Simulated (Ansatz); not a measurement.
# Kohn anomalies in WC (P-6m2)

Wanted: frequencies of WC (P-6m2) solved wavevector by wavevector at several smearings. The first relaxation steps of the session are not shown, so no cell shown is the starting entry, unless a step says so.

Main program and level: Ansatz 0.2.0; DFT PBE, scalar-relativistic, plane waves, PAW.

### Step 1. The cell after earlier relaxation steps

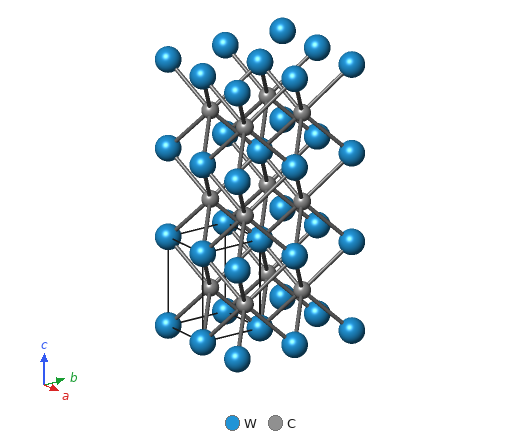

Start, viewed slightly off an axis; tungsten blue, carbon grey. 2×2×3 cells are drawn. Bonds to atoms that aren't drawn are left out. Some periodic images of atoms are drawn too.

### Step 2. Relaxing tightly for phonons

Phonons are second derivatives about the minimum, so the remaining forces must be small: the thresholds are tightened. Earlier relaxation steps are not shown.

File input.yaml:

```yaml
crystal:
  lattice:
    - [2.9217507636, 0.0, 0.0]
    - [-1.4608753818, 2.5303103848, 0.0]
    - [0.0, 0.0, 2.8475047671]
  atoms:
    - { symbol: W, position: [0.0, 0.0, 0.0] }
    - { symbol: C, position: [0.6666666667, 0.3333333333, 0.5] }
kpoints:
  mp_grid: { grid: [12, 12, 10] }
hamiltonian:
  xc: pbe
scf:
  occupations: { method: methfessel_paxton, width: 0.2 }
output:
  forces: true
  stress: true
  eigenvalues: true
relax:
  adjacent_minimum: "off"
  f_tol: 0.001
  max_steps: 60
  cell: { stress_tol: 0.01 }
```

Started as:

```bash
ansatz run input.yaml --threads 4 --pin off --max-ram 8192MiB --backend cpu --events-out ev --progress --plain --runs-dir out
```

Numbers of over 12 decimals in the logs are rounded to 6 here.

What it wrote:

```text
[the first part of the log is left out]
  E_hartree    = 237.835981
  E_xc         = -316.184799
  E_vxc        = -299.956602  (∫ρ·V_xc dr)
  E_paw        = -8661.040537  (= ΣΔE_a)
  E_vpaw       = -130.921290  (= ΣTr[D̂ρ^β])
  E_aug_tail   = -0.000056  (compensation charges beyond the density's cutoff)
  E_ewald      = -1787.632166
  E_smearing   = 0.000904  (= −TS)
  E_closure    = 0.000000  (closes the sum)
  Σ components = -10636.061100   (vs F -10636.061100, Δ=0.00e0)
--- Forces (eV/Å), atoms counted from 1 ---
  atom   1  W     -0.00000000     0.00000000     0.00000000
  atom   2  C      0.00000000     0.00000000     0.00000000
  max |Σ_I F_I| component: 5.92e-16 eV/Å
--- Stress (GPa, compression-positive) ---
       -0.000337       0.000000      -0.000000
        0.000000      -0.000337      -0.000000
       -0.000000      -0.000000       0.000058
  P = ⅓ Tr σ = -0.0002 GPa (-0.002 kbar)
--- Band table (eV; the first three rows and the last of 114) ---
  k-point 0: bands = ["-53.7209", "-17.7361", "-17.6401", "-17.6401", "5.9113", "16.0146", "16.9572", "16.9572", "20.3418", "23.4119", "23.4119", "25.7839", "25.7839"]
  k-point 1: bands = ["-53.7172", "-17.8074", "-17.6340", "-17.6340", "6.1501", "15.8772", "17.0661", "17.0661", "20.3241", "22.6582", "22.6582", "26.1948", "26.1948"]
  k-point 2: bands = ["-53.7075", "-17.9905", "-17.6179", "-17.6179", "6.8265", "15.2397", "17.3703", "17.3703", "20.7075", "21.4220", "21.4220", "26.3329", "26.3329"]
  k-point 113: bands = ["-53.6221", "-18.2661", "-18.1088", "-18.0609", "9.3749", "13.1515", "14.9021", "18.6316", "19.6081", "24.5604", "26.4660", "27.6910", "29.2390"]
--- Relaxed structure (3 steps of the walk, 2 accepted, 1 SCFs on fresh bases) ---
  F+E_penalty+E_count = -10636.06109990 eV   max|allowed force component| = 2.220e-16 eV/Å   (the final SCF, on the basis selected at the relaxed cell)
  cell:  # Å, volume = 21.0530 Å³
    - [2.921776, 0.0, 0.0]
    - [-1.460888, 2.530333, 0.0]
    - [0.0, 0.0, 2.847664]
  atoms:
    - { symbol: W, position: [-3.7007434155248937e-17, 0, 0.0] }
    - { symbol: C, position: [0.666667, 0.333333, 0.500000] }
```

Run time: 3 s. Hardware: 4 threads of Arm Neoverse V2, shared host; peak memory 0.34 GiB.

Little changed from the start: no atom moved by 0.005 Å and no cell edge by 0.1 %.

This step gave:

| Property | Result |
| --- | --- |
| pressure | -2.06e-4 GPa |
| volume per atom | 10.53 Å³ |
| metallic on mesh | yes |
| gap on the k-mesh | 0 eV |

The largest force is now zero by symmetry and the largest stress component 3.4e-4 GPa, small enough for phonons.

### Step 3. Phonons along a line: Fermi–Dirac smearing of 0.1 eV

The smearing blurs the Fermi surface that screens the phonons; a Fermi–Dirac width is an electronic temperature.

File input.yaml:

```yaml
crystal:
  lattice:
    - [2.9217764871, 0.0, 0.0]
    - [-1.4608882435, 2.530332662, 0.0]
    - [0.0, 0.0, 2.8476641329]
  atoms:
    - { symbol: W, position: [0.0, 0.0, 0.0] }
    - { symbol: C, position: [0.6666666667, 0.3333333333, 0.5] }
kpoints:
  mp_grid: { grid: [18, 18, 20] }
hamiltonian:
  xc: pbe
scf:
  occupations: { method: fermi_dirac, width: 0.1 }
output:
  eigenvalues: true
phonons:
  method: dfpt
  qpoints:
    - [0, 0, 0]
    - [0.166666667, 0.0, 0.0]
    - [0.333333333, 0.0, 0.0]
    - [0.5, 0.0, 0.0]
```

What it wrote:

```text
The run solves and reports these wavevectors of phonons.qpoints, in the list's order, at another value: [0.166666667, 0.0, 0.0] as [0.166667, 0.0, 0.0], [0.333333333, 0.0, 0.0] as [0.333333, 0.0, 0.0].
[...]
Crystal: 2 atoms, lattice volume = 21.053 Å³
Basis set: ecut = 420 eV, 405 PW (Γ), exchange–correlation on 40×40×40 points (8 copies of the dense FFT grid, shifted against one another)
Bands: 13, of which v1, the nominal top of the filled ones, is band 9 counted from 1 (8 counted from 0)
Symmetry: 12 space group operations
k-points: 407 of 6480 (time reversal used)
[...]
SCF iter   1: F=—  HF=-10636.060343 eV  |F-HF|=—  |Δ(HF+E_count)|=         —  Δρ=7.04e-3  dr2=2.43e-3  ethr=1.77e-3  ⟨swp⟩=5.1  Hψ=25771  notcnv=0
[...]
SCF iter   8: F=-10636.063960 eV  HF=-10636.063960 eV  |F-HF|=0.00e0  |Δ(HF+E_count)|=  7.09e-11  Δρ=1.65e-7  dr2=4.69e-12  ethr=1.00e-12  ⟨swp⟩=4.4  Hψ=25328  notcnv=0
SCF 1 converged in 8 iterations: F = -10636.063960 eV  dr2 = 4.69e-12
[...]
NSCF: frozen V_eff on 407 k-points
WARN: eigensolver did not converge in 2 slots of this pass, the one above among them; of largest residual over every band (k=362): 1 band(s) unlocked (lowest unlocked band 12, counted from 0; max residual 5.15e-5 eV among the unlocked bands, 5.15e-5 eV over every band); of lowest unlocked band (k=362): band 12
[...]
DFPT response loops at q = (0, 0, 0) (fractional): preconditioner auto → Kerker (q_TF=auto, 2.658 Å⁻¹) (partly filled bands, converged f_vac=0.000); β = 1.00, the filter's whole step (`scf.mixing.beta` (0.50) is not read by the response loops under this deck's `scf.mixing.preconditioner`; to damp them name `kerker` or `kerker_dos`, under which they read `scf.mixing.beta`, and type it under 1.00, their step now; both keys bind the ground state too); Broyden in place of MSR1
[...]
SCF converged after 8 iterations
Free energy (F): -10636.063960 eV
[...]
Internal energy: -10636.053801 eV  (E = F + TS)
E sigma→0 (E₀):  -10636.058880 eV
Entropy (-TS):   -0.010159 eV (-5.080 meV/atom)
Fermi energy:    20.261031 eV
[...]
--- Band table (eV; the first three rows and the last of 407) ---
  k-point 0: bands = [... 5 lower, 16.0172, 16.9587, 16.9587, 20.3424, 23.4166, 23.4166, 25.7861, 25.7861]
  k-point 1: bands = [... 5 lower, 15.9882, 16.9862, 16.9862, 20.3281, 23.1888, 23.1888, 25.9311, 25.9311]
  k-point 2: bands = [... 5 lower, 15.8794, 17.0676, 17.0676, 20.3254, 22.6624, 22.6624, 26.1973, 26.1973]
  k-point 406: bands = [... 5 lower, 13.1532, 14.9034, 18.6338, 19.6079, 24.5639, 26.4699, 27.6938, 29.2413]
--- Phonons (Γ-DFPT): 4 representative perturbations + reference (Σ response iterations 12) ---
  ASR residual: 2.738e-4 → 0.000e0 eV/Å²; symmetrization residual: 2.700e-6 eV/Å²
  ASR residual per site (eV/Å²): 2.74e-4 3.99e-5
  Γ frequencies (cm⁻¹): 0.00 0.00 0.00 565.59 602.26 602.26
  non-analytic LO–TO correction: not included (Born effective charges unavailable; polar crystals: no LO–TO splitting at Γ)
--- Phonons (arbitrary-q DFPT): 4 explicit q-points ---
  q = [0, 0, 0] (of the zone-centre solve; hermiticity 3.59e-7, symmetrization 3.46e-11): -0.00 0.00 0.00 565.59 602.26 602.26
  q = [0.166667, 0, 0] (4 solved perturbations in 10890 linear systems a pass and spin channel, the states on 3564 of 6480 k-point pairs; hermiticity 1.53e-7, symmetrization 5.90e-14): 83.36 92.61 139.02 579.72 604.70 634.29
[...]
sum rule: each row above includes the acoustic sum rule's correction from the zone centre's row sums; it moved no ω² by more than (0.95 cm⁻¹)²
```

Elapsed: 2.4 min, on 4 threads; peak memory 2.5 GiB.

Reading the cycles: dr2 is the Hartree energy of the density residual (eV), the measure of convergence; HF is the Harris–Foulkes estimate of the energy, which meets the free energy F at convergence.

Each wavevector solved by linear response. The frequency by |q| along the line:

| \|q\| along the line (Å⁻¹) | mode 1 (cm⁻¹) | mode 2 (cm⁻¹) | mode 3 (cm⁻¹) | mode 4 (cm⁻¹) | mode 5 (cm⁻¹) | mode 6 (cm⁻¹) |
| --- | --- | --- | --- | --- | --- | --- |
| 0.000 | 0 | 0 | 0 | 566 | 602 | 602 |
| 0.414 | 83.4 | 92.6 | 139 | 580 | 605 | 634 |
| 0.828 | 146 | 160 | 232 | 591 | 611 | 670 |
| 1.242 | 166 | 184 | 261 | 591 | 625 | 684 |

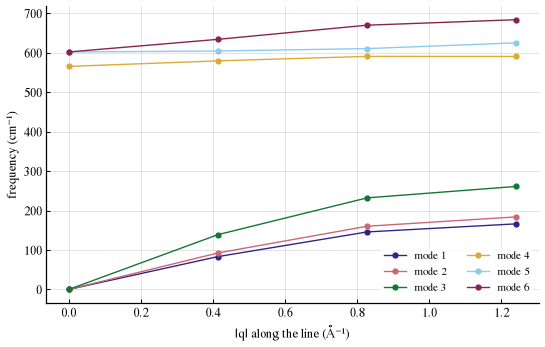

Frequency, plotted against |q| along the line.

### Step 4. Wavevectors along a line: Fermi–Dirac smearing of 0.25 eV

The smearing blurs the Fermi surface that screens the phonons; a Fermi–Dirac width is an electronic temperature.

input.yaml: that of step 3 with these lines changed.

```diff
@@ -13,3 +13,3 @@
 scf:
-  occupations: { method: fermi_dirac, width: 0.1 }
+  occupations: { method: fermi_dirac, width: 0.25 }
 output:
```

Wider smearing eases the sum over k-points of a metal but moves the result away from its zero-temperature value.

What it wrote:

```text
[...]
Crystal: 2 atoms, lattice volume = 21.053 Å³
Basis set: ecut = 420 eV, 405 PW (Γ), exchange–correlation on 40×40×40 points (8 copies of the dense FFT grid, shifted against one another)
Bands: 13, of which v1, the nominal top of the filled ones, is band 9 counted from 1 (8 counted from 0)
[... 1 set-up line as in the run before ...]
k-points: 407 of 6480 (time reversal used)
[...]
SCF iter   1: F=—  HF=-10636.090265 eV  |F-HF|=—  |Δ(HF+E_count)|=         —  Δρ=7.04e-3  dr2=2.66e-3  ethr=1.77e-3  ⟨swp⟩=5.2  Hψ=26841  notcnv=0
[...]
SCF iter   7: F=-10636.093422 eV  HF=-10636.093422 eV  |F-HF|=0.00e0  |Δ(HF+E_count)|=  1.24e-10  Δρ=2.26e-7  dr2=8.23e-12  ethr=1.00e-12  ⟨swp⟩=5.0  Hψ=27482  notcnv=0
SCF 1 converged in 7 iterations: F = -10636.093422 eV  dr2 = 8.23e-12
[...]
SCF converged after 7 iterations
Free energy (F): -10636.093422 eV
[...]
Internal energy: -10636.016296 eV  (E = F + TS)
E sigma→0 (E₀):  -10636.054859 eV
Entropy (-TS):   -0.077126 eV (-38.563 meV/atom)
Fermi energy:    20.367736 eV
[...]
--- Band table (eV; the first three rows and the last of 407) ---
  k-point 0: bands = [... 5 lower, 16.0219, 16.9616, 16.9616, 20.3400, 23.4256, 23.4256, 25.7872, 25.7872]
  k-point 1: bands = [... 5 lower, 15.9927, 16.9892, 16.9892, 20.3259, 23.1972, 23.1972, 25.9326, 25.9326]
  k-point 2: bands = [... 5 lower, 15.8834, 17.0706, 17.0706, 20.3240, 22.6700, 22.6700, 26.1995, 26.1995]
  k-point 406: bands = [... 5 lower, 13.1529, 14.9064, 18.6312, 19.6130, 24.5718, 26.4754, 27.7012, 29.2453]
[...]
ASR residual: 4.525e-4 → 0.000e0 eV/Å²; symmetrization residual: 2.569e-6 eV/Å²
  ASR residual per site (eV/Å²): 4.53e-4 6.64e-5
  Γ frequencies (cm⁻¹): 0.00 0.00 0.00 563.55 603.98 603.98
[...]
--- Phonons (arbitrary-q DFPT): 4 explicit q-points ---
[...]
```

Elapsed: 2.5 min, on 4 threads; peak memory 2.5 GiB; 9.5 min of CPU time.

Each wavevector solved by linear response. The frequency by |q| along the line:

| \|q\| along the line (Å⁻¹) | mode 1 (cm⁻¹) | mode 2 (cm⁻¹) | mode 3 (cm⁻¹) | mode 4 (cm⁻¹) | mode 5 (cm⁻¹) | mode 6 (cm⁻¹) |
| --- | --- | --- | --- | --- | --- | --- |
| 0.000 | 0 | 0 | 0 | 564 | 604 | 604 |
| 0.414 | 83.5 | 91.4 | 139 | 579 | 602 | 630 |
| 0.828 | 145 | 159 | 229 | 591 | 609 | 668 |
| 1.242 | 165 | 183 | 259 | 590 | 623 | 686 |

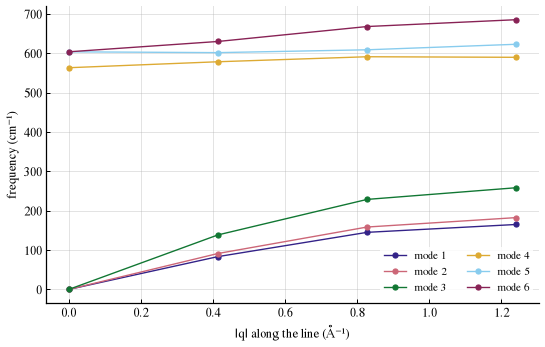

Frequency, plotted against |q| along the line.

Against step 3 (now smearing width 0.25 eV), the free energy moves by -14.7 meV an atom.

### Step 5. Phonons along a line: Fermi–Dirac smearing of 0.04 eV

The smearing blurs the Fermi surface that screens the phonons; a Fermi–Dirac width is an electronic temperature.

input.yaml: that of step 4 with these lines changed.

```diff
@@ -13,3 +13,3 @@
 scf:
-  occupations: { method: fermi_dirac, width: 0.25 }
+  occupations: { method: fermi_dirac, width: 0.04 }
 output:
```

Narrower smearing comes nearer the zero-temperature value but asks more of the mesh.

What it wrote:

```text
[...]
Crystal: 2 atoms, lattice volume = 21.053 Å³
Basis set: ecut = 420 eV, 405 PW (Γ), exchange–correlation on 40×40×40 points (8 copies of the dense FFT grid, shifted against one another)
Bands: 13, of which v1, the nominal top of the filled ones, is band 9 counted from 1 (8 counted from 0)
[... 1 set-up line as in the run before ...]
k-points: 407 of 6480 (time reversal used)
[...]
SCF iter   1: F=—  HF=-10636.056168 eV  |F-HF|=—  |Δ(HF+E_count)|=         —  Δρ=7.09e-3  dr2=2.50e-3  ethr=1.77e-3  ⟨swp⟩=5.9  Hψ=26622  notcnv=0
[...]
SCF iter   8: F=-10636.059765 eV  HF=-10636.059765 eV  |F-HF|=1.09e-11  |Δ(HF+E_count)|=  3.27e-11  Δρ=1.28e-7  dr2=2.90e-12  ethr=1.00e-12  ⟨swp⟩=6.0  Hψ=23021  notcnv=0
SCF 1 converged in 8 iterations: F = -10636.059765 eV  dr2 = 2.90e-12
[...]
SCF converged after 8 iterations
Free energy (F): -10636.059765 eV
[...]
Internal energy: -10636.058262 eV  (E = F + TS)
E sigma→0 (E₀):  -10636.059013 eV
Entropy (-TS):   -0.001503 eV (-0.751 meV/atom)
Fermi energy:    20.250012 eV
[...]
--- Band table (eV; the first three rows and the last of 407) ---
  k-point 0: bands = [... 5 lower, 16.0165, 16.9581, 16.9581, 20.3435, 23.4151, 23.4151, 25.7861, 25.7861]
  k-point 1: bands = [... 5 lower, 15.9875, 16.9856, 16.9856, 20.3292, 23.1874, 23.1874, 25.9309, 25.9309]
  k-point 2: bands = [... 5 lower, 15.8788, 17.0670, 17.0670, 20.3263, 22.6611, 22.6611, 26.1971, 26.1971]
  k-point 406: bands = [... 5 lower, 13.1534, 14.9031, 18.6348, 19.6064, 24.5625, 26.4691, 27.6923, 29.2406]
[...]
ASR residual: 6.703e-5 → 0.000e0 eV/Å²; symmetrization residual: 2.709e-6 eV/Å²
  ASR residual per site (eV/Å²): 6.70e-5 3.77e-5
  Γ frequencies (cm⁻¹): 0.00 0.00 0.00 567.79 599.28 599.28
[...]
--- Phonons (arbitrary-q DFPT): 4 explicit q-points ---
[...]
```

Elapsed: 2.4 min, on 4 threads; peak memory 2.5 GiB.

Each wavevector solved by linear response. Frequency against |q| along the line:

| \|q\| along the line (Å⁻¹) | mode 1 (cm⁻¹) | mode 2 (cm⁻¹) | mode 3 (cm⁻¹) | mode 4 (cm⁻¹) | mode 5 (cm⁻¹) | mode 6 (cm⁻¹) |
| --- | --- | --- | --- | --- | --- | --- |
| 0.000 | 0 | 0 | 0 | 568 | 599 | 599 |
| 0.414 | 83.4 | 92.8 | 139 | 581 | 605 | 635 |
| 0.828 | 146 | 161 | 233 | 590 | 612 | 671 |
| 1.242 | 167 | 185 | 262 | 592 | 626 | 683 |

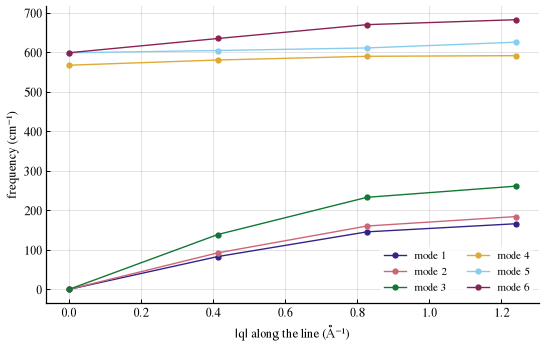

Frequency, plotted against |q| along the line.

Against step 3 (now smearing width 0.04 eV), the free energy moves by +2.1 meV an atom.

### Step 6. Wavevectors along a line: Methfessel–Paxton smearing of 0.2 eV

The smearing blurs the Fermi surface that screens the phonons; a Methfessel–Paxton width blurs it less than a thermal one.

input.yaml: that of step 5 with these lines changed.

```diff
@@ -13,3 +13,3 @@
 scf:
-  occupations: { method: fermi_dirac, width: 0.04 }
+  occupations: { method: methfessel_paxton, width: 0.2 }
 output:
```

What it wrote:

```text
[...]
Crystal: 2 atoms, lattice volume = 21.053 Å³
Basis set: ecut = 420 eV, 405 PW (Γ), exchange–correlation on 40×40×40 points (8 copies of the dense FFT grid, shifted against one another)
Bands: 13, of which v1, the nominal top of the filled ones, is band 9 counted from 1 (8 counted from 0)
[... 1 set-up line as in the run before ...]
k-points: 407 of 6480 (time reversal used)
[...]
SCF iter   1: F=—  HF=-10636.055467 eV  |F-HF|=—  |Δ(HF+E_count)|=         —  Δρ=7.12e-3  dr2=2.52e-3  ethr=1.77e-3  ⟨swp⟩=5.1  Hψ=26051  notcnv=0
[...]
SCF iter   7: F=-10636.058880 eV  HF=-10636.058880 eV  |F-HF|=3.64e-12  |Δ(HF+E_count)|=  3.09e-11  S|Δr|=    0.00e0  Δρ=9.79e-8  dr2=1.41e-12  ethr=1.00e-12  ⟨swp⟩=6.2  Hψ=23358  notcnv=0
SCF 1 converged in 7 iterations: F = -10636.058880 eV  dr2 = 1.41e-12
[...]
SCF converged after 7 iterations
Stability not checked: this state was not tested for a lower state beside it, because cold or Methfessel-Paxton smearing, or corrected tetrahedra, fill the levels in a way that the test cannot read (fill_not_monotonic; see scf.lower_state_search)
Free energy (F): -10636.058880 eV
[...]
Internal energy: -10636.058931 eV  (E = F + TS)
E sigma→0 (E₀):  -10636.058893 eV
Entropy (-TS):   0.000052 eV (0.026 meV/atom)
Fermi energy:    20.244525 eV
[...]
--- Band table (eV; the first three rows and the last of 407) ---
  k-point 0: bands = [... 5 lower, 16.0163, 16.9581, 16.9581, 20.3439, 23.4148, 23.4148, 25.7862, 25.7862]
  k-point 1: bands = [... 5 lower, 15.9873, 16.9856, 16.9856, 20.3295, 23.1871, 23.1871, 25.9310, 25.9310]
  k-point 2: bands = [... 5 lower, 15.8787, 17.0670, 17.0670, 20.3265, 22.6609, 22.6609, 26.1971, 26.1971]
  k-point 406: bands = [... 5 lower, 13.1535, 14.9032, 18.6350, 19.6062, 24.5622, 26.4690, 27.6921, 29.2405]
[...]
ASR residual: 7.719e-5 → 0.000e0 eV/Å²; symmetrization residual: 2.684e-6 eV/Å²
  ASR residual per site (eV/Å²): 7.72e-5 1.76e-5
  Γ frequencies (cm⁻¹): 0.00 0.00 0.00 567.33 599.15 599.15
[...]
--- Phonons (arbitrary-q DFPT): 4 explicit q-points ---
[...]
```

It took 2.4 min on 4 threads; peak memory 2.5 GiB.

Each wavevector solved by linear response. Frequency against |q| along the line:

| \|q\| along the line (Å⁻¹) | mode 1 (cm⁻¹) | mode 2 (cm⁻¹) | mode 3 (cm⁻¹) | mode 4 (cm⁻¹) | mode 5 (cm⁻¹) | mode 6 (cm⁻¹) |
| --- | --- | --- | --- | --- | --- | --- |
| 0.000 | 0 | 0 | 0 | 567 | 599 | 599 |
| 0.414 | 83.4 | 92.8 | 139 | 581 | 605 | 635 |
| 0.828 | 146 | 161 | 234 | 590 | 612 | 670 |
| 1.242 | 167 | 185 | 262 | 592 | 626 | 683 |

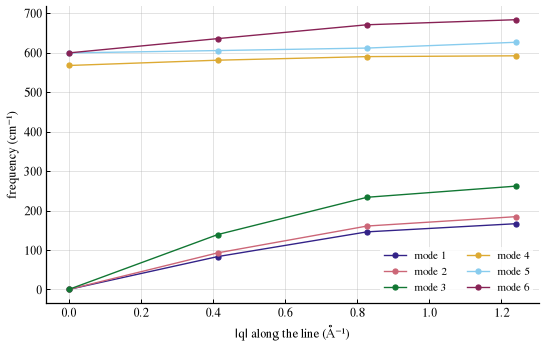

Frequency, plotted against |q| along the line.

Against step 3 (now occupations Methfessel-Paxton and smearing width 0.2 eV), the free energy moves by +2.5 meV an atom.

### Step 7. The lowest branch at each setting

The lowest frequency by |q| along the line:

| \|q\| along the line (Å⁻¹) | fermi dirac 0.1 eV, k 18x18x20 (cm⁻¹) | fermi dirac 0.25 eV, k 18x18x20 (cm⁻¹) | fermi dirac 0.04 eV, k 18x18x20 (cm⁻¹) | methfessel paxton 0.2 eV, k 18x18x20 (cm⁻¹) |
| --- | --- | --- | --- | --- |
| 0.000 | 0 | 0 | 0 | 0 |
| 0.414 | 83.4 | 83.5 | 83.4 | 83.4 |
| 0.828 | 146 | 145 | 146 | 146 |
| 1.242 | 166 | 165 | 167 | 167 |

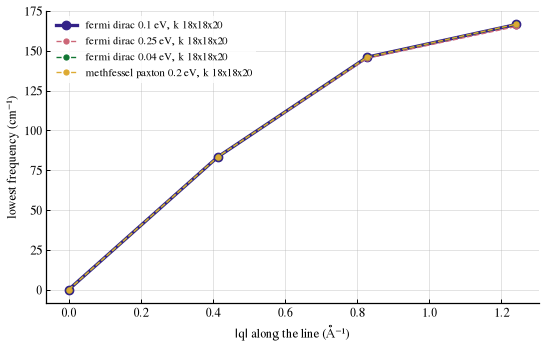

Lowest frequency against |q| along the line.

### Step 8. What came out

```json
{
 "phonon run of the rows without a label of their own": "PBE, k 18×18×20",
 "lowest branch at the last solved point, Fermi–Dirac 0.1 eV": "166 cm⁻¹ at |q| = 1.24 Å⁻¹",
 "lowest branch at the last solved point, Fermi–Dirac 0.25 eV": "165 cm⁻¹ at |q| = 1.24 Å⁻¹",
 "lowest branch at the last solved point, Fermi–Dirac 0.04 eV": "167 cm⁻¹ at |q| = 1.24 Å⁻¹",
 "lowest branch at the last solved point, Methfessel–Paxton 0.2 eV": "167 cm⁻¹ at |q| = 1.24 Å⁻¹"
}
```

What this shows: No branch softens by more than 4 % of the top frequency as the smearing narrows, so no anomaly that hangs on the smearing shows at these points. The line holds 4 wavevectors, so a narrow dip between them would be missed. Between Fermi–Dirac 0.25 eV and Fermi–Dirac 0.04 eV the largest change, with modes counted by rank of frequency, is in mode 6 at |q| = 0.414 Å⁻¹, from 630 to 635 cm⁻¹; the branches hardly feel the smearing. Where branches cross, a count by rank can hide a softening. At the narrowest width the k mesh may not resolve the Fermi surface, so part of the change can be mesh noise. Spin–orbit coupling, left out here, matters for W.

[Logs are printed without paths, hosts, clocks, repeated set-up lines and the standing remarks that a program may print on its own settings, such as how far it seeks lower states.]

[Hosts, paths, dates, database ids (printed as entryN), source tags and the programs' standing remarks are cut or masked in the printed files.]
